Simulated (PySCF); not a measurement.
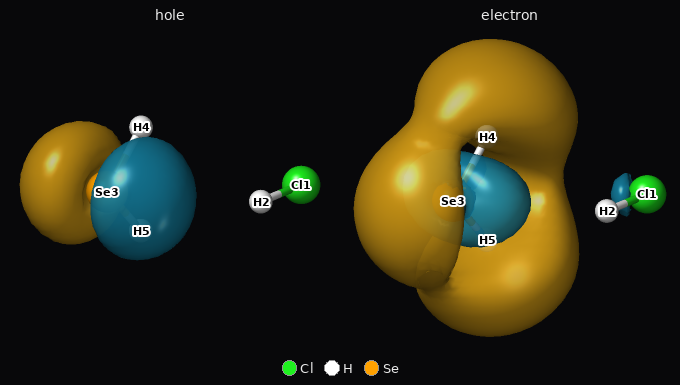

*ClH₃Se, SMILES `Cl.[SeH2]`. Leading natural transition orbital pair of S₂ (TDA singlet states); the surfaces enclose about 78 % of each orbital's density.*

Computed with PySCF, B3LYP/def2-SVP, geometry: GFN2-xTB. The pair's geometry is semi-empirical, so its contact may be too short or too long. GFN2-xTB bond lengths at metals and heavier atoms can be off by up to 0.1 Å and shapes distorted, which carries into these values. Without diffuse functions Rydberg states are missing, so the states' numbers hold for this basis only.

Input script:

```python
import numpy as np
from pyscf import gto, scf, dft, tdscf
from pyscf.scf import atom_ks, atom_hf
from scipy.linalg import block_diag

def solve(mol, dm0=None, hcore=None):
    mf = (dft.UKS if mol.spin else dft.RKS)(mol, xc='b3lyp')
    mf.grids.level = 3
    mf = mf.density_fit(auxbasis='def2-universal-jkfit')
    mf.conv_tol, mf.max_cycle = 1e-8, 80
    if hcore is not None:
        mf.get_hcore = lambda *args: hcore
    mf.kernel(dm0)
    if not mf.converged:
        mf = mf.newton().run(mf.mo_coeff, mf.mo_occ, max_cycle=30)
    assert mf.converged, 'SCF not converged'
    return mf

mol = gto.M(atom='''
Cl    -2.45514    -0.00072    -0.02631
H     -1.59796     0.02913     0.92255
Se     1.24310     0.00066     0.02619
H      0.53030    -1.04638    -0.65618
H      0.53977     1.00703    -0.70941
''', basis='def2-svp', charge=0, spin=0, verbose=4)
mf = solve(mol)
td = mf.TDA()
td.nstates, td.singlet, td.conv_tol = 5, True, 1e-5
td.kernel()
td.analyze()
x, y = np.array([p[0] for p in td.xy]), np.array([p[1] + 0 * p[0] for p in td.xy])
f, mu = td.oscillator_strength(), td.transition_dipole()
nto = [td.get_nto(state=i + 1, verbose=4) for i in range(len(td.e))]
# spherically averaged free atoms, for the promolecule
atm = atom_ks.get_atm_nrks(mol, xc='b3lyp')
pro = block_diag(*[(atm[a[0]][2] * atm[a[0]][3]) @ atm[a[0]][2].T for a in mol._atom])
np.savez('result.npz', e=td.e, f=f, ok=td.converged, w=[n[0] for n in nto], nto=[n[1] for n in nto], x=x, y=y, c=mf.mo_coeff, occ=mf.mo_occ, eps=mf.mo_energy, pro=pro, mu=mu)
```

Run with:

```sh
OMP_NUM_THREADS=1 python input.py
```

The run took 46 s on 1 thread of Arm Neoverse V1 (shared host), peak memory 0.39 GiB.

Q: Give its energy and the atoms that hole and electron lie on.

A: 6.62 eV (187 nm), f = 0.007; the leading pair carries 100 %; hole on Se3 (88 %), electron on Se3 (45 %) and H4 and H5 (26 % each); their centroids lie 0.8 Å apart. In canonical orbitals it is mainly HOMO → LUMO+1 (89 %). The HOMO–LUMO gap is 7.08 eV.
